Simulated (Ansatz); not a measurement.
# AsH₃+ (doublet): one geometry, many settings at distance As1–H3 = 1.806 Å

Aim: run AsH₃+ (doublet) at one geometry under a spread of methods and options, and see what each costs and gives.

Method: the settings change from run to run; program: Ansatz 0.2.0, Gaussian basis.

15 further runs of the same task are left out: 1 for a known fault of the program, 10 that didn't finish, 4 set aside as unsound or not needed.

**1. The system**

The geometry derives from a PBE0/def2-TZVP stationary point (not a proven minimum). One bond is set to the value named and the two fragments are kept rigid. No spin-orbit coupling is included. The filled d shell of As may be among the frozen orbitals whatever the setting's name suggests; the logs give the count.

4 atoms, charge 1, spin multiplicity 2.

Atoms are counted from 1 here; the program's logs count them from 0.

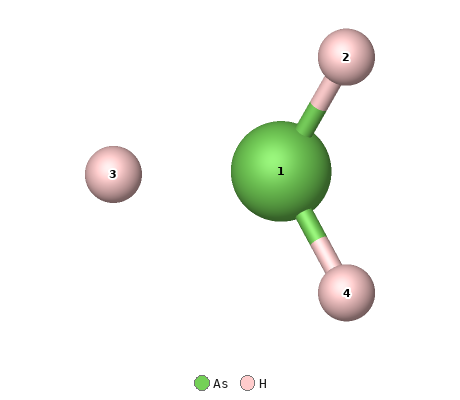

The structure; arsenic green, hydrogen pink; atoms are numbered from 1 in the order of the file.

Geometry (Å):

```
As    0.0020   -0.0033   -0.0173
H     1.4381    0.0104    0.4048
H    -0.8808    1.4910    0.4820
H    -0.7065   -1.2546    0.3987
```

**2. CCSD(T)/6-31G**

in.yaml reads:

```yaml
crystal:
  periodic: [false, false, false]
  atoms:
    - {symbol: As, position_ang: [0.002008, -0.003320, -0.017295]}
    - {symbol: H, position_ang: [1.438120, 0.010443, 0.404827]}
    - {symbol: H, position_ang: [-0.880848, 1.490956, 0.482044]}
    - {symbol: H, position_ang: [-0.706517, -1.254614, 0.398697]}
basis:
  gaussian: {orbitals: 6-31G}
total_charge: 1
magnetization: {spin_polarized: true, initial_magnetization: 1}
hamiltonian: {xc: {name: B3LYP}, pseudopotentials: {relativity: scalar}}
correlation: {method: ccsd_t, electrons: valence}
```

Run with:

```sh
$ ansatz run in.yaml --threads 1 --pin off --events-out ev --progress --plain --max-ram 2393MiB
```

Log:

```text
Functional definition: B3LYP
  name "B3LYP"
  cite "Stephens, Devlin, Chabalowski & Frisch, J. Phys. Chem. 98, 11623 (1994) doi:10.1021/j100096a001"
  cite "Becke, Phys. Rev. A 38, 3098 (1988) doi:10.1103/PhysRevA.38.3098"
  cite "Lee, Yang & Parr, Phys. Rev. B 37, 785 (1988) doi:10.1103/PhysRevB.37.785"
  cite "Vosko, Wilk & Nusair, Can. J. Phys. 58, 1200 (1980) doi:10.1139/p80-159"
  parameter a0 = 0.2
  parameter ax = 0.72
  parameter ac = 0.81
  exchange = (1 - a0 - ax)*slater_x + ax*b88_x + a0*exact_x
  correlation = (1 - ac)*vwn_rpa_c + ac*lyp_c
349 factors; integrals over basis functions are off by at most 3.1e-4 eV
mean field evaluation 1: about -61405.9612 eV, gradient 1.0e1 eV
mean field evaluation 2: about -61405.9860 eV, gradient 1.0e1 eV
mean field evaluation 4: about -61406.5248 eV, gradient 8.8e-1 eV
mean field evaluation 8: about -61406.5269 eV, gradient 2.1e-2 eV
mean field evaluation 16: about -61406.5270 eV, gradient 2.6e-5 eV
mean field -61406.52695462 eV, -2256.6482427435 hartree, gradient 2.4e-6 eV, S^2 0.750473; 0 other end points of the search recorded, 0 dependent functions left out
9 core orbitals not correlated: weight in the atoms' cores, before any rotation towards them, 1.000 or more for the frozen orbitals, at most 0.000 for the correlated occupied ones
reference -61359.50520614 eV, -2254.9202253592 hartree; 9, 8 occupied and 17, 18 virtual orbitals, 349 factors
second order -5.70542846 eV of doubles, -0.17992113 eV of singles
cycle   1  -5.83646124 eV  change    4.5e-2 eV  update   6.0e-2
cycle   2  -6.10873821 eV  change   -2.7e-1 eV  update   2.5e-2
cycle   3  -6.11175229 eV  change   -3.0e-3 eV  update   8.3e-3
cycle   4  -6.11385889 eV  change   -2.1e-3 eV  update   3.8e-3
cycle   5  -6.11725117 eV  change   -3.4e-3 eV  update   1.8e-3
cycle   6  -6.11647668 eV  change    7.7e-4 eV  update   7.3e-4
cycle   7  -6.11651410 eV  change   -3.7e-5 eV  update   3.3e-4
cycle   8  -6.11668769 eV  change   -1.7e-4 eV  update   1.3e-4
cycle   9  -6.11660381 eV  change    8.4e-5 eV  update   4.7e-5
cycle  10  -6.11662540 eV  change   -2.2e-5 eV  update   1.5e-5
cycle  11  -6.11661549 eV  change    9.9e-6 eV  update   6.0e-6
perturbative correction -0.06787735 eV, -0.0024944466 hartree
Total energy: -61365.68969898 eV, -2255.1475012791 hartree
Relativity: scalar
```

Wall time 1.3 s (1 thread of Arm Neoverse V2, shared host).

From the report: ⟨S²⟩ of the determinant 0.750 (pure doublet: 0.75); correlation -6.1845 eV; T1 0.014; largest double amplitude 0.11. The orbitals are Kohn-Sham ones, so correlation energy and T1 don't compare with those on Hartree-Fock orbitals.

**3. BCCD(T) on UHF/def2-mTZVP**

Changes to in.yaml since step 2:

```diff
@@ -8,6 +8,6 @@
 basis:
-  gaussian: {orbitals: 6-31G}
+  gaussian: {orbitals: def2-mTZVP}
 total_charge: 1
 magnetization: {spin_polarized: true, initial_magnetization: 1}
-hamiltonian: {xc: {name: B3LYP}, pseudopotentials: {relativity: scalar}}
-correlation: {method: ccsd_t, electrons: valence}
+correlation: {method: bccd_t, electrons: outside_noble_gas}
+scf: {lower_state_search: full}
```

Launched as before.

Log:

```text
Functional definition: HF
  name "HF"
  cite "Fock, Z. Phys. 61, 126 (1930) doi:10.1007/BF01340294"
  parent pbe
  exchange = exact_x
  correlation = 0
484 factors; integrals over basis functions are off by at most 5.2e-4 eV
mean field evaluation 1: about -60832.6103 eV, gradient 7.5e0 eV
mean field evaluation 2: about -60832.6099 eV, gradient 7.5e0 eV
mean field evaluation 4: about -60833.1477 eV, gradient 1.4e0 eV
mean field evaluation 8: about -60833.1632 eV, gradient 1.5e-3 eV
mean field evaluation 16: about -60833.1637 eV, gradient 4.6e-2 eV
mean field evaluation 32: about -60805.4993 eV, gradient 3.4e1 eV
mean field evaluation 64: about -60832.9504 eV, gradient 3.4e0 eV
mean field -60833.16320321 eV, -2235.5775135191 hartree, gradient 2.0e-6 eV, S^2 0.754675; 4 other end points of the search recorded, 0 dependent functions left out
14 core orbitals not correlated: weight in the atoms' cores, before any rotation towards them, 1.000 or more for the frozen orbitals, at most 0.000 for the correlated occupied ones
reference -60833.16320321 eV, -2235.5775135191 hartree; 4, 3 occupied and 27, 28 virtual orbitals, 484 factors
second order -2.38002588 eV of doubles, -0.00000000 eV of singles
cycle   1  -2.85396033 eV  change   -4.7e-1 eV  update   5.9e-2
cycle   2  -3.07057794 eV  change   -2.2e-1 eV  update   2.4e-2
cycle   3  -3.08222490 eV  change   -1.2e-2 eV  update   5.4e-3
cycle   4  -3.08241153 eV  change   -1.9e-4 eV  update   1.8e-3
cycle   5  -3.08255908 eV  change   -1.5e-4 eV  update   9.0e-4
cycle   6  -3.08248299 eV  change    7.6e-5 eV  update   3.6e-4
cycle   7  -3.08261828 eV  change   -1.4e-4 eV  update   1.4e-4
cycle   8  -3.08262791 eV  change   -9.6e-6 eV  update   5.8e-5
cycle   9  -3.08259324 eV  change    3.5e-5 eV  update   2.1e-5
cycle  10  -3.08260256 eV  change   -9.3e-6 eV  update   8.2e-6
cycle  11  -3.08260343 eV  change   -8.6e-7 eV  update   3.9e-6
perturbative correction -0.08135113 eV, -0.0029895989 hartree
Total energy: -60836.32715777 eV, -2235.6937867046 hartree
```

Wall time 1.1 s (1 thread of Arm Neoverse V2, shared host).

From the report: ⟨S²⟩ of the determinant 0.755 (pure doublet: 0.75); correlation -3.1640 eV; largest double amplitude 0.08.

**4. BCCD on ROHF/6-31G**

in.yaml reads:

```yaml
crystal:
  periodic: [false, false, false]
  atoms:
    - {symbol: As, position_ang: [0.002008, -0.003320, -0.017295]}
    - {symbol: H, position_ang: [1.438120, 0.010443, 0.404827]}
    - {symbol: H, position_ang: [-0.880848, 1.490956, 0.482044]}
    - {symbol: H, position_ang: [-0.706517, -1.254614, 0.398697]}
basis:
  gaussian: {orbitals: 6-31G}
total_charge: 1
magnetization: {spin_polarized: false, initial_magnetization: 1}
correlation: {method: bccd, electrons: outside_noble_gas, diis_vectors: 12}
accuracy: high
output: {forces: true}
```

Same command.

Log:

```text
Functional definition: HF
  name "HF"
  cite "Fock, Z. Phys. 61, 126 (1930) doi:10.1007/BF01340294"
  parent pbe
  exchange = exact_x
  correlation = 0
595 factors; integrals over basis functions are off by at most 3.9e-9 eV
mean field evaluation 1: about -60823.0076 eV, gradient 8.0e0 eV
mean field evaluation 2: about -60823.0150 eV, gradient 8.0e0 eV
mean field evaluation 4: about -60823.3157 eV, gradient 1.0e0 eV
mean field evaluation 8: about -60823.3185 eV, gradient 2.0e-4 eV
mean field evaluation 16: about -60823.3082 eV, gradient 8.9e-2 eV
mean field -60823.31853183 eV, -2235.2157285186 hartree, gradient 1.7e-8 eV, S^2 0.750000; 0 other end points of the search recorded, 0 dependent functions left out
14 core orbitals not correlated: weight in the atoms' cores, before any rotation towards them, 0.999 or more for the frozen orbitals, at most 0.000 for the correlated occupied ones
reference -60823.31853183 eV, -2235.2157285186 hartree; 4, 3 occupied and 17, 18 virtual orbitals, 595 factors
second order -1.54628428 eV of doubles, -0.01482249 eV of singles
cycle   1  -1.96803571 eV  change   -4.1e-1 eV  update   5.9e-2
cycle   2  -2.19256737 eV  change   -2.2e-1 eV  update   2.6e-2
cycle   3  -2.19845961 eV  change   -5.9e-3 eV  update   5.7e-3
cycle   4  -2.20076186 eV  change   -2.3e-3 eV  update   2.6e-3
cycle   5  -2.20079678 eV  change   -3.5e-5 eV  update   1.2e-3
cycle   6  -2.20065550 eV  change    1.4e-4 eV  update   5.1e-4
cycle   7  -2.20100553 eV  change   -3.5e-4 eV  update   1.8e-4
cycle   8  -2.20091302 eV  change    9.3e-5 eV  update   6.9e-5
cycle   9  -2.20089420 eV  change    1.9e-5 eV  update   2.9e-5
cycle  10  -2.20091826 eV  change   -2.4e-5 eV  update   1.2e-5
cycle  11  -2.20090781 eV  change    1.0e-5 eV  update   3.9e-6
cycle  12  -2.20091057 eV  change   -2.8e-6 eV  update   1.3e-6
cycle  13  -2.20091077 eV  change   -2.0e-7 eV  update   4.5e-7
cycle  14  -2.20091057 eV  change    2.0e-7 eV  update   1.5e-7
cycle  15  -2.20091055 eV  change    1.6e-8 eV  update   5.5e-8
cycle  16  -2.20091053 eV  change    1.8e-8 eV  update   2.9e-8
cycle  17  -2.20091053 eV  change    3.5e-9 eV  update   1.5e-8
cycle  18  -2.20091034 eV  change    1.9e-7 eV  update   9.0e-8
cycle  19  -2.20091022 eV  change    1.2e-7 eV  update   3.7e-8
cycle  20  -2.20091022 eV  change   -1.2e-9 eV  update   1.2e-8
cycle  21  -2.20091022 eV  change   -5.7e-9 eV  update   6.7e-9
cycle  22  -2.20091023 eV  change   -1.5e-9 eV  update   2.5e-9
cycle  23  -2.20091023 eV  change  -1.2e-10 eV  update  5.9e-10
the calculation of the forces begins
Total energy: -60825.51944205 eV, -2235.2966104776 hartree
Atom 0 at     0.002008    -0.003320    -0.017295 Å, force    -1.480402     2.506722     0.616428 eV/Å
Atom 1 at     1.438120     0.010443     0.404827 Å, force     0.250777     0.032540     0.075543 eV/Å
Atom 2 at    -0.880848     1.490956     0.482044 Å, force     1.379732    -2.335331    -0.766369 eV/Å
Atom 3 at    -0.706517    -1.254614     0.398697 Å, force    -0.150108    -0.203930     0.074397 eV/Å
Dipole moment:    -0.008088     0.013208     0.104125 e Å
```

It took 1.6 s on 1 thread of Arm Neoverse V2, shared host.

From the report: correlation -2.2009 eV; largest double amplitude 0.11.

**5. CCSDT(Q)/B on UHF/def2-SVP**

in.yaml reads:

```yaml
crystal:
  periodic: [false, false, false]
  atoms:
    - {symbol: As, position_ang: [0.002008, -0.003320, -0.017295]}
    - {symbol: H, position_ang: [1.438120, 0.010443, 0.404827]}
    - {symbol: H, position_ang: [-0.880848, 1.490956, 0.482044]}
    - {symbol: H, position_ang: [-0.706517, -1.254614, 0.398697]}
basis:
  gaussian: {orbitals: def2-SVP}
total_charge: 1
magnetization: {spin_polarized: true, initial_magnetization: 1}
correlation: {method: ccsdt_q_b, electrons: outside_noble_gas}
output: {forces: true}
```

The command is unchanged.

Log:

```text
Functional definition: HF
  name "HF"
  cite "Fock, Z. Phys. 61, 126 (1930) doi:10.1007/BF01340294"
  parent pbe
  exchange = exact_x
  correlation = 0
791 factors; integrals over basis functions are off by at most 2.4e-7 eV
mean field evaluation 1: about -60825.3609 eV, gradient 7.1e0 eV
mean field evaluation 2: about -60825.3678 eV, gradient 7.1e0 eV
mean field evaluation 4: about -60825.8610 eV, gradient 1.2e0 eV
mean field evaluation 8: about -60825.8748 eV, gradient 2.3e-3 eV
mean field evaluation 16: about -60825.8748 eV, gradient 5.6e-6 eV
mean field -60825.87479279 eV, -2235.3096693762 hartree, gradient 5.6e-6 eV, S^2 0.754954; 0 other end points of the search recorded, 0 dependent functions left out
14 core orbitals not correlated: weight in the atoms' cores, before any rotation towards them, 1.000 or more for the frozen orbitals, at most 0.000 for the correlated occupied ones
reference -60825.87479279 eV, -2235.3096693762 hartree; 4, 3 occupied and 29, 30 virtual orbitals, 791 factors
second order -2.72391720 eV of doubles, -0.00000000 eV of singles
cycle   1  -3.23186407 eV  change   -5.1e-1 eV  update   6.0e-2
cycle   2  -3.53739849 eV  change   -3.1e-1 eV  update   2.7e-2
cycle   3  -3.55156148 eV  change   -1.4e-2 eV  update   7.2e-3
cycle   4  -3.55638208 eV  change   -4.8e-3 eV  update   3.2e-3
cycle   5  -3.55631378 eV  change    6.8e-5 eV  update   1.2e-3
cycle   6  -3.55622543 eV  change    8.8e-5 eV  update   5.8e-4
cycle   7  -3.55659376 eV  change   -3.7e-4 eV  update   2.8e-4
cycle   8  -3.55661787 eV  change   -2.4e-5 eV  update   1.3e-4
cycle   9  -3.55653765 eV  change    8.0e-5 eV  update   5.7e-5
cycle  10  -3.55654529 eV  change   -7.6e-6 eV  update   2.5e-5
cycle  11  -3.55656140 eV  change   -1.6e-5 eV  update   1.2e-5
cycle  12  -3.55656078 eV  change    6.2e-7 eV  update   5.5e-6
cycle  13  -3.55655424 eV  change    6.5e-6 eV  update   2.5e-6
cycle  14  -3.55655248 eV  change    1.8e-6 eV  update   9.7e-7
cycle  15  -3.55655281 eV  change   -3.2e-7 eV  update   4.4e-7
perturbative correction -0.00217035 eV, -0.0000797588 hartree
the calculation of the forces begins
Total energy: -60829.43351594 eV, -2235.4404500399 hartree
Atom 0 at     0.002008    -0.003320    -0.017295 Å, force    -1.563474     2.647230     0.683063 eV/Å
Atom 1 at     1.438120     0.010443     0.404827 Å, force     0.038874     0.002650     0.070778 eV/Å
Atom 2 at    -0.880848     1.490956     0.482044 Å, force     1.546024    -2.616962    -0.824447 eV/Å
Atom 3 at    -0.706517    -1.254614     0.398697 Å, force    -0.021424    -0.032918     0.070606 eV/Å
Dipole moment:    -0.023551     0.039335     0.121859 e Å
```

Run time: 34 s. Hardware: 1 thread of Arm Neoverse V2, shared host; peak memory 0.68 GiB.

From the report: ⟨S²⟩ of the determinant 0.755 (pure doublet: 0.75); correlation -3.5587 eV; T1 0.011; largest double amplitude 0.09.

**6. The runs in one table**

Where basis and cores are those of an earlier FCI/6-31G run (-60825.5626 eV), and the state is the same kind, the miss against it is given.

```csv
level,correlated,functions,energy (eV),from FCI (meV),time
"CCSD(T)/6-31G (on B3LYP orbitals, relativity set)",valence,35,-61365.6897,,1.3 s
BCCD(T) on UHF/def2-mTZVP,outside noble gas,45,-60836.3272,,1.1 s
BCCD on ROHF/6-31G,outside noble gas,35,-60825.5194,43.2,1.6 s
CCSDT(Q)/B on UHF/def2-SVP,outside noble gas,47,-60829.4335,,34 s
```

**7. Summary of results**

| quantity | value |
| --- | --- |
| runs | 4 |
| quickest | BCCD(T) on UHF/def2-mTZVP, 1.1 s |
| slowest | CCSDT(Q)/B on UHF/def2-SVP, 34 s |

Total energies in different bases, with other cores or another treatment of relativity can't be set against each other. CCSDT(Q)/B on UHF/def2-SVP took 30 times as long as BCCD(T) on UHF/def2-mTZVP; the jobs differ in more than the method.
